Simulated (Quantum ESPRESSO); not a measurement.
## NiPS3: parallel and opposed starts

Does NiPS3 prefer parallel or opposed moments?

Calculated with Quantum ESPRESSO 7.5; LDA; plane waves with GBRV 1.5 LDA potentials, no spin-orbit coupling.

Experimental background.

“The magnetic dynamics of NiPS3” (2022, arxiv:2207.07448) quotes from earlier work for NiPS3, monoclinic layered (earlier experiment): moment (ordered moment per Ni) 1.05 μB [Literature neutron diffraction value, quoted as input to a spin-flop field estimate].

**1. The starting structure**

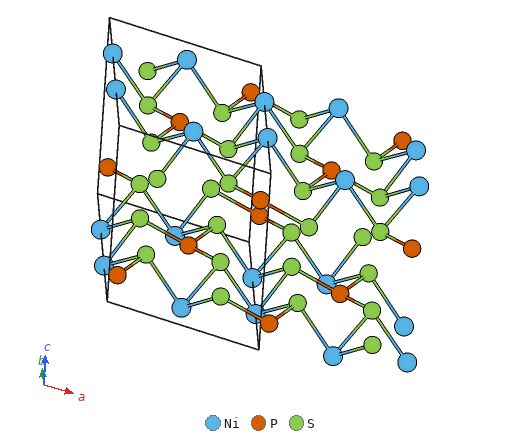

Start, viewed slightly off an axis; nickel blue, phosphorus orange, sulfur green. 2×1×1 cells are drawn. This picture shows the conventional cell, with its axes. Some periodic images of atoms are drawn too.

The cell comes from Materials Project 2023-11-01, a database of computed structures, and need not be the stable phase.

**2. Start 1: ferro ++**

The signs are those of the starting moments on the seeded atoms, the atoms that are given a moment.

File pw.in:

```
&CONTROL
  calculation = 'scf'
  prefix = 'pwscf'
  outdir = './tmp'
  pseudo_dir = './pseudo'
  disk_io = 'nowf'
/
&SYSTEM
  ibrav = 0
  celldm(1) = 8
  nat = 10
  ntyp = 3
  ecutwfc = 40
  ecutrho = 280
  nbnd = 57
  occupations = 'smearing'
  smearing = 'fd'
  degauss = 0.00367493
  nspin = 2
  starting_magnetization(1) = 0.1111
  starting_magnetization(2) = 0
  starting_magnetization(3) = 0
/
&ELECTRONS
  conv_thr = 2d-08
  electron_maxstep = 150
  mixing_beta = 0.3
/
ATOMIC_SPECIES
Ni     58.6934 ni_lda_v1.4.uspp.F.UPF
P      30.9738 p_lda_v1.5.uspp.F.UPF
S      32.0600 s_lda_v1.4.uspp.F.UPF
CELL_PARAMETERS alat
   0.6873347292854   -1.1910048505765    0.0000000000000
   0.6873347292854    1.1910048505765    0.0000000000000
  -0.4550299881378    0.0000000000000    1.5640861566726
ATOMIC_POSITIONS crystal
Ni      0.3331320000    0.6668680000    0.0000000000
Ni      0.6668680000    0.3331320000    0.0000000000
P       0.0552140000    0.0552140000    0.1648810000
P       0.9447860000    0.9447860000    0.8351190000
S       0.0762910000    0.4220480000    0.2292310000
S       0.5779520000    0.9237090000    0.7707690000
S       0.2695210000    0.2695210000    0.7706540000
S       0.7304790000    0.7304790000    0.2293460000
S       0.4220480000    0.0762910000    0.2292310000
S       0.9237090000    0.5779520000    0.7707690000
K_POINTS automatic
4 4 4 0 0 0
```

Started as:

```sh
$ OMP_NUM_THREADS=1 mpirun -n 4 pw.x -nk 4 -in pw.in > pw.out
```

The log of the run:

```text
Program PWSCF v.7.5 starts

     Message from routine setup:
     using ibrav=0 with symmetry is DISCOURAGED, use correct ibrav instead

     K-points division:     npool     =       4
     Subspace diagonalization in iterative solution of the eigenvalue problem:

     G-vector sticks info
     --------------------
     sticks:   dense  smooth     PW     G-vecs:    dense   smooth      PW
     Sum        2347    1345    421               103791    44835    7719

     Using Slab Decomposition

     bravais-lattice index     =            0
     lattice parameter (alat)  =       8.0000  a.u.
     unit-cell volume          =    1311.1200 (a.u.)^3
     number of atoms/cell      =           10
     number of atomic types    =            3
     number of electrons       =        82.00
     number of Kohn-Sham states=           57
     kinetic-energy cutoff     =      40.0000  Ry
     charge density cutoff     =     280.0000  Ry
     scf convergence threshold =      2.0E-08
     mixing beta               =       0.3000
     number of iterations used =            8  plain     mixing
     Exchange-correlation=  SLA  PZ   NOGX NOGC
                           (   1   1   0   0   0   0   0)

     celldm(1)=   8.000000  celldm(2)=   0.000000  celldm(3)=   0.000000
     celldm(4)=   0.000000  celldm(5)=   0.000000  celldm(6)=   0.000000

     crystal axes: (cart. coord. in units of alat)
               a(1) = (   0.687335  -1.191005   0.000000 )
               a(2) = (   0.687335   1.191005   0.000000 )
               a(3) = (  -0.455030   0.000000   1.564086 )

     reciprocal axes: (cart. coord. in units 2 pi/alat)
               b(1) = (  0.727448 -0.419814  0.211632 )
               b(2) = (  0.727448  0.419814  0.211632 )
               b(3) = ( -0.000000  0.000000  0.639351 )

     PseudoPot. # 1 for Ni read from file:
     ni_lda_v1.4.uspp.F.UPF
     Pseudo is Ultrasoft + core correction, Zval = 18.0
     Generated by new atomic code, or converted to UPF format
     Using radial grid of  865 points,  6 beta functions with:
                l(1) =   0
                l(2) =   0
                l(3) =   1
                l(4) =   1
                l(5) =   2
                l(6) =   2
     Q(r) pseudized with 10 coefficients,  rinner =    0.980   0.980   0.980
                                                       0.980   0.980

     PseudoPot. # 2 for P  read from file:
     p_lda_v1.5.uspp.F.UPF
     Pseudo is Ultrasoft + core correction, Zval =  5.0
     Generated by new atomic code, or converted to UPF format
     Using radial grid of  903 points,  6 beta functions with:
                l(1) =   0
                l(2) =   0
                l(3) =   1
                l(4) =   1
                l(5) =   2
                l(6) =   2
     Q(r) pseudized with  8 coefficients,  rinner =    1.300   1.300   1.300
                                                       1.300   1.300

     PseudoPot. # 3 for S  read from file:
     s_lda_v1.4.uspp.F.UPF
     Pseudo is Ultrasoft + core correction, Zval =  6.0
     Generated by new atomic code, or converted to UPF format
     Using radial grid of  907 points,  6 beta functions with:
                l(1) =   0
                l(2) =   0
                l(3) =   1
                l(4) =   1
                l(5) =   2
                l(6) =   2
     Q(r) pseudized with  8 coefficients,  rinner =    1.300   1.300   1.300
                                                       1.300   1.300

     atomic species   valence    mass     pseudopotential
     Ni               18.00    58.69340     Ni( 1.00)
     P                 5.00    30.97380     P ( 1.00)
     S                 6.00    32.06000     S ( 1.00)

     Starting magnetic structure
     atomic species   magnetization
     Ni              0.111
     P               0.000
     S               0.000

      4 Sym. Ops., with inversion, found

   Cartesian axes

     site n.     atom                  positions (alat units)
         1        Ni     tau(   1) = (   0.6873347   0.3974812   0.0000000  )
         2        Ni     tau(   2) = (   0.6873347  -0.3974812   0.0000000  )
         3        P      tau(   3) = (   0.0008752   0.0000000   0.2578881  )
         4        P      tau(   4) = (   0.9187643  -0.0000000   1.3061981  )
         5        S      tau(   5) = (   0.2382187   0.4117983   0.3585370  )
         6        S      tau(   6) = (   0.6814207   0.4117983   1.2055491  )
         7        S      tau(   7) = (   0.0198316  -0.0000000   1.2053693  )
         8        S      tau(   8) = (   0.8998079  -0.0000000   0.3587169  )
         9        S      tau(   9) = (   0.2382187  -0.4117983   0.3585370  )
        10        S      tau(  10) = (   0.6814207  -0.4117983   1.2055491  )

     number of k points=    24  Fermi-Dirac smearing, width (Ry)=  0.0037
                       cart. coord. in units 2pi/alat
        k(    1) = (   0.0000000   0.0000000   0.0000000), wk =   0.0156250
        k(    2) = (   0.0000000   0.0000000   0.1598377), wk =   0.0312500
        k(    3) = (   0.0000000   0.0000000  -0.3196755), wk =   0.0156250
        k(    4) = (   0.1818619   0.1049534   0.0529080), wk =   0.0625000
        k(    5) = (   0.1818619   0.1049534   0.2127457), wk =   0.0625000
        [... 19 further k-points ...]

     Dense  grid:   103791 G-vectors     FFT dimensions: (  60,  60,  72)

     Smooth grid:    44835 G-vectors     FFT dimensions: (  45,  45,  54)

     Check: negative core charge=   -0.000004
     Generating pointlists ...
     new r_m :   0.2371 (alat units)  1.8970 (a.u.) for type    1
     new r_m :   0.2004 (alat units)  1.6033 (a.u.) for type    2
     new r_m :   0.2004 (alat units)  1.6033 (a.u.) for type    3

     Initial potential from superposition of free atoms

     starting charge      77.9995, renormalised to      82.0000
     Starting wfcs are   58 randomized atomic wfcs

     Self-consistent Calculation

     iteration #  1     ecut=    40.00 Ry     beta= 0.30
     Davidson diagonalization with overlap
     ethr =  1.00E-02,  avg # of iterations =  6.0

     total energy              =    -843.01733561 Ry
     estimated scf accuracy    <      48.08744877 Ry

     total magnetization       =     2.93 Bohr mag/cell
     absolute magnetization    =     3.46 Bohr mag/cell

     iteration #  2     ecut=    40.00 Ry     beta= 0.30
     Davidson diagonalization with overlap
     ethr =  1.00E-02,  avg # of iterations =  3.0

     total energy              =    -862.02248986 Ry
     estimated scf accuracy    <      45.88368901 Ry

     total magnetization       =     0.14 Bohr mag/cell
     absolute magnetization    =     0.27 Bohr mag/cell

     iteration #  3     ecut=    40.00 Ry     beta= 0.30
     Davidson diagonalization with overlap
     ethr =  1.00E-02,  avg # of iterations =  2.0

     total energy              =    -860.61408163 Ry
     estimated scf accuracy    <      11.80947642 Ry

     total magnetization       =     0.29 Bohr mag/cell
     absolute magnetization    =     0.37 Bohr mag/cell

     [... further iterations left out ...]

     iteration # 22     ecut=    40.00 Ry     beta= 0.30
     Davidson diagonalization with overlap
     ethr =  4.09E-09,  avg # of iterations =  2.5

     total energy              =    -862.21537441 Ry
     estimated scf accuracy    <       0.00000075 Ry

     total magnetization       =    -0.00 Bohr mag/cell
     absolute magnetization    =     0.00 Bohr mag/cell

     iteration # 23     ecut=    40.00 Ry     beta= 0.30
     Davidson diagonalization with overlap
     ethr =  9.19E-10,  avg # of iterations =  2.1

     total energy              =    -862.21537462 Ry
     estimated scf accuracy    <       0.00000014 Ry

     total magnetization       =     0.00 Bohr mag/cell
     absolute magnetization    =     0.00 Bohr mag/cell

     iteration # 24     ecut=    40.00 Ry     beta= 0.30
     Davidson diagonalization with overlap
     ethr =  1.74E-10,  avg # of iterations =  2.6

     total energy              =    -862.21537463 Ry
     estimated scf accuracy    <       0.00000002 Ry

     total magnetization       =    -0.00 Bohr mag/cell
     absolute magnetization    =     0.00 Bohr mag/cell

     iteration # 25     ecut=    40.00 Ry     beta= 0.30
     Davidson diagonalization with overlap
     ethr =  2.74E-11,  avg # of iterations =  5.0

     Magnetic moment per site  (integrated on atomic sphere of radius R)
     atom   1 (R=0.237)  charge= 16.4724  magn=  0.0005
     atom   2 (R=0.237)  charge= 16.4724  magn=  0.0005
     atom   3 (R=0.200)  charge=  2.1055  magn=  0.0000
     atom   4 (R=0.200)  charge=  2.1055  magn=  0.0000
     atom   5 (R=0.200)  charge=  3.0408  magn=  0.0000
     atom   6 (R=0.200)  charge=  3.0408  magn=  0.0000
     atom   7 (R=0.200)  charge=  3.0404  magn=  0.0000
     atom   8 (R=0.200)  charge=  3.0404  magn=  0.0000
     atom   9 (R=0.200)  charge=  3.0408  magn=  0.0000
     atom  10 (R=0.200)  charge=  3.0408  magn=  0.0000

     End of self-consistent calculation

     [... lines left out ...]
     the Fermi energy is     6.6961 ev

!    total energy              =    -862.21537468 Ry
     estimated scf accuracy    <          7.0E-09 Ry
     smearing contrib. (-TS)   =      -0.00305033 Ry
     internal energy E=F+TS    =    -862.21232434 Ry

     The total energy is F=E-TS. E is the sum of the following terms:
     one-electron contribution =    -818.04158400 Ry
     hartree contribution      =     440.12415584 Ry
     xc contribution           =    -132.35427533 Ry
     ewald contribution        =    -351.94062086 Ry

     total magnetization       =     0.00 Bohr mag/cell
     absolute magnetization    =     0.00 Bohr mag/cell

     convergence has been achieved in  25 iterations

=------------------------------------------------------------------------------=
   JOB DONE.
=------------------------------------------------------------------------------=
```

Elapsed: 3.7 min, on 4 MPI ranks of Intel Xeon Platinum 8559C (Emerald Rapids), shared host; peak memory 1.1 GiB.

Spin moment in the atom's sphere by atom:

```csv
atom,spin moment in the atom's sphere (μB)
Ni1,0.0005
Ni2,0.0005
P3,0.0000
P4,0.0000
S5,0.0000
S6,0.0000
S7,0.0000
S8,0.0000
S9,0.0000
S10,0.0000
```

This step gave:

| Quantity | Value |
| --- | --- |
| smearing term TS | 0.04150 eV |
| magnetization | 0 μB |
| absolute magnetization | 0 μB |
| final state | non-magnetic |

**3. Start 2: antiferro +−**

Changes to pw.in since step 2:

```diff
@@ -11,6 +11,6 @@
   nat = 10
-  ntyp = 3
+  ntyp = 4
   ecutwfc = 40
   ecutrho = 280
-  nbnd = 57
+  nbnd = 55
   occupations = 'smearing'
@@ -20,4 +20,5 @@
   starting_magnetization(1) = 0.1111
-  starting_magnetization(2) = 0
+  starting_magnetization(2) = -0.1111
   starting_magnetization(3) = 0
+  starting_magnetization(4) = 0
 /
@@ -29,3 +30,4 @@
 ATOMIC_SPECIES
-Ni     58.6934 ni_lda_v1.4.uspp.F.UPF
+Ni1    58.6934 ni_lda_v1.4.uspp.F.UPF
+Ni2    58.6934 ni_lda_v1.4.uspp.F.UPF
 P      30.9738 p_lda_v1.5.uspp.F.UPF
@@ -37,4 +39,4 @@
 ATOMIC_POSITIONS crystal
-Ni      0.3331320000    0.6668680000    0.0000000000
-Ni      0.6668680000    0.3331320000    0.0000000000
+Ni1     0.3331320000    0.6668680000    0.0000000000
+Ni2     0.6668680000    0.3331320000    0.0000000000
 P       0.0552140000    0.0552140000    0.1648810000
```

The log of the run:

```text
[banner, memory and clock lines left out]
Program PWSCF v.7.5 starts

     Message from routine setup:
     using ibrav=0 with symmetry is DISCOURAGED, use correct ibrav instead

     bravais-lattice index     =            0
     lattice parameter (alat)  =       8.0000  a.u.
     unit-cell volume          =    1311.1200 (a.u.)^3
     number of atoms/cell      =           10
     number of atomic types    =            4
     number of electrons       =        82.00
     number of Kohn-Sham states=           55
     kinetic-energy cutoff     =      40.0000  Ry
     charge density cutoff     =     280.0000  Ry
     scf convergence threshold =      2.0E-08
     mixing beta               =       0.3000
     number of iterations used =            8  plain     mixing
     Exchange-correlation=  SLA  PZ   NOGX NOGC
                           (   1   1   0   0   0   0   0)

     celldm(1)=   8.000000  celldm(2)=   0.000000  celldm(3)=   0.000000
     celldm(4)=   0.000000  celldm(5)=   0.000000  celldm(6)=   0.000000

     crystal axes: (cart. coord. in units of alat)
               a(1) = (   0.687335  -1.191005   0.000000 )
               a(2) = (   0.687335   1.191005   0.000000 )
               a(3) = (  -0.455030   0.000000   1.564086 )

     reciprocal axes: (cart. coord. in units 2 pi/alat)
               b(1) = (  0.727448 -0.419814  0.211632 )
               b(2) = (  0.727448  0.419814  0.211632 )
               b(3) = ( -0.000000  0.000000  0.639351 )

     PseudoPot. # 1 for Ni read from file:
     ni_lda_v1.4.uspp.F.UPF
     Pseudo is Ultrasoft + core correction, Zval = 18.0

     PseudoPot. # 2 for Ni read from file:
     ni_lda_v1.4.uspp.F.UPF
     Pseudo is Ultrasoft + core correction, Zval = 18.0

     PseudoPot. # 3 for P  read from file:
     p_lda_v1.5.uspp.F.UPF
     Pseudo is Ultrasoft + core correction, Zval =  5.0

     PseudoPot. # 4 for S  read from file:
     s_lda_v1.4.uspp.F.UPF
     Pseudo is Ultrasoft + core correction, Zval =  6.0

     atomic species   valence    mass     pseudopotential
     Ni1              18.00    58.69340     Ni( 1.00)
     Ni2              18.00    58.69340     Ni( 1.00)
     P                 5.00    30.97380     P ( 1.00)
     S                 6.00    32.06000     S ( 1.00)

     Starting magnetic structure
     atomic species   magnetization
     Ni1             0.111
     Ni2            -0.111
     P               0.000
     S               0.000

      2 Sym. Ops. (no inversion) found

   Cartesian axes

     site n.     atom                  positions (alat units)
         1        Ni1    tau(   1) = (   0.6873347   0.3974812   0.0000000  )
         2        Ni2    tau(   2) = (   0.6873347  -0.3974812   0.0000000  )
         3        P      tau(   3) = (   0.0008752   0.0000000   0.2578881  )
         4        P      tau(   4) = (   0.9187643  -0.0000000   1.3061981  )
         5        S      tau(   5) = (   0.2382187   0.4117983   0.3585370  )
         6        S      tau(   6) = (   0.6814207   0.4117983   1.2055491  )
         7        S      tau(   7) = (   0.0198316  -0.0000000   1.2053693  )
         8        S      tau(   8) = (   0.8998079  -0.0000000   0.3587169  )
         9        S      tau(   9) = (   0.2382187  -0.4117983   0.3585370  )
        10        S      tau(  10) = (   0.6814207  -0.4117983   1.2055491  )

     number of k points=    24  Fermi-Dirac smearing, width (Ry)=  0.0037
                       cart. coord. in units 2pi/alat
        k(    1) = (   0.0000000   0.0000000   0.0000000), wk =   0.0156250
        k(    2) = (   0.0000000   0.0000000   0.1598377), wk =   0.0312500
        k(    3) = (   0.0000000   0.0000000  -0.3196755), wk =   0.0156250
        k(    4) = (   0.1818619   0.1049534   0.0529080), wk =   0.0625000
        k(    5) = (   0.1818619   0.1049534   0.2127457), wk =   0.0625000
        [... 19 further k-points ...]

     Dense  grid:   103791 G-vectors     FFT dimensions: (  60,  60,  72)

     Smooth grid:    44835 G-vectors     FFT dimensions: (  45,  45,  54)

     Check: negative core charge=   -0.000004
     Generating pointlists ...
     new r_m :   0.2371 (alat units)  1.8970 (a.u.) for type    1
     new r_m :   0.2371 (alat units)  1.8970 (a.u.) for type    2
     new r_m :   0.2004 (alat units)  1.6033 (a.u.) for type    3
     new r_m :   0.2004 (alat units)  1.6033 (a.u.) for type    4

     Initial potential from superposition of free atoms

     starting charge      77.9995, renormalised to      82.0000
     Starting wfcs are   58 randomized atomic wfcs

     Self-consistent Calculation

     iteration #  1     ecut=    40.00 Ry     beta= 0.30
     Davidson diagonalization with overlap
     ethr =  1.00E-02,  avg # of iterations =  4.1

     total energy              =    -842.38476176 Ry
     estimated scf accuracy    <      49.28847011 Ry

     total magnetization       =     0.01 Bohr mag/cell
     absolute magnetization    =     3.08 Bohr mag/cell

     iteration #  2     ecut=    40.00 Ry     beta= 0.30
     Davidson diagonalization with overlap
     ethr =  1.00E-02,  avg # of iterations =  3.0

     total energy              =    -862.10741975 Ry
     estimated scf accuracy    <      47.04153036 Ry

     total magnetization       =     0.00 Bohr mag/cell
     absolute magnetization    =     0.26 Bohr mag/cell

     [... further iterations left out ...]

     iteration # 19     ecut=    40.00 Ry     beta= 0.30
     Davidson diagonalization with overlap
     ethr =  1.20E-10,  avg # of iterations =  2.0

     total energy              =    -862.22551915 Ry
     estimated scf accuracy    <       0.00000004 Ry

     total magnetization       =     0.00 Bohr mag/cell
     absolute magnetization    =     2.57 Bohr mag/cell

     iteration # 20     ecut=    40.00 Ry     beta= 0.30
     Davidson diagonalization with overlap
     ethr =  4.68E-11,  avg # of iterations =  1.0

     Magnetic moment per site  (integrated on atomic sphere of radius R)
     atom   1 (R=0.237)  charge= 16.4485  magn=  0.9585
     atom   2 (R=0.237)  charge= 16.4485  magn= -0.9585
     atom   3 (R=0.200)  charge=  2.1039  magn= -0.0000
     atom   4 (R=0.200)  charge=  2.1039  magn= -0.0000
     atom   5 (R=0.200)  charge=  3.0467  magn= -0.0007
     atom   6 (R=0.200)  charge=  3.0467  magn= -0.0007
     atom   7 (R=0.200)  charge=  3.0466  magn= -0.0000
     atom   8 (R=0.200)  charge=  3.0466  magn= -0.0000
     atom   9 (R=0.200)  charge=  3.0467  magn=  0.0007
     atom  10 (R=0.200)  charge=  3.0467  magn=  0.0007

     End of self-consistent calculation

     [... lines left out ...]
     the Fermi energy is     6.6452 ev

!    total energy              =    -862.22551915 Ry
     estimated scf accuracy    <          8.6E-09 Ry
     smearing contrib. (-TS)   =      -0.00035301 Ry
     internal energy E=F+TS    =    -862.22516614 Ry

     The total energy is F=E-TS. E is the sum of the following terms:
     one-electron contribution =    -817.50424343 Ry
     hartree contribution      =     439.62394447 Ry
     xc contribution           =    -132.40424632 Ry
     ewald contribution        =    -351.94062086 Ry

     total magnetization       =     0.00 Bohr mag/cell
     absolute magnetization    =     2.57 Bohr mag/cell

     convergence has been achieved in  20 iterations
```

It took 3.1 min on 4 MPI ranks; peak memory 1.1 GiB.

Spin moment in the atom's sphere by atom:

```
atom  spin moment in the atom's sphere (μB)
 Ni1                                  0.959
 Ni2                                 -0.959
  P3                                  0.000
  P4                                  0.000
  S5                                 -0.001
  S6                                 -0.001
  S7                                  0.000
  S8                                  0.000
  S9                                  0.001
 S10                                  0.001
```

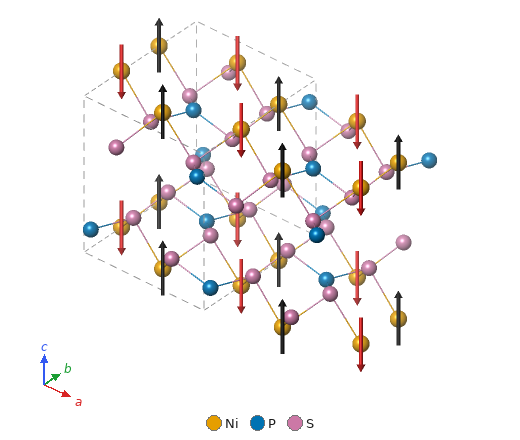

Spin moment in the atom's sphere as arrows, the longest 0.959 μB. Up and down stand for the sign. Arrows give size and sign along the axis of quantisation, drawn up and down the page. The two directions have two colours. 2×1×1 conventional cells are drawn. Some periodic images of atoms are drawn too.

Read from the output:

```yaml
smearing_term_ts: 0.004803 eV
magnetization: 0 μB
absolute_magnetization: 2.574 μB
final_state: antiferromagnetic
```

(Part 1 of 2 ends here.)

[Logs and program files are shortened in this print: banners, set-up blocks, solver, clock and traceback lines can be left out without a mark of their own.]

[Logs are printed without paths, hosts, clocks, repeated set-up lines and the standing remarks that a program may print on its own settings, such as how far it seeks lower states.]

[Hosts, paths, dates, database ids (printed as entryN), source tags and the programs' standing remarks are cut or masked in the printed files.]

[Where a cell is said to come from a database of computed structures, the database is the Materials Project.]
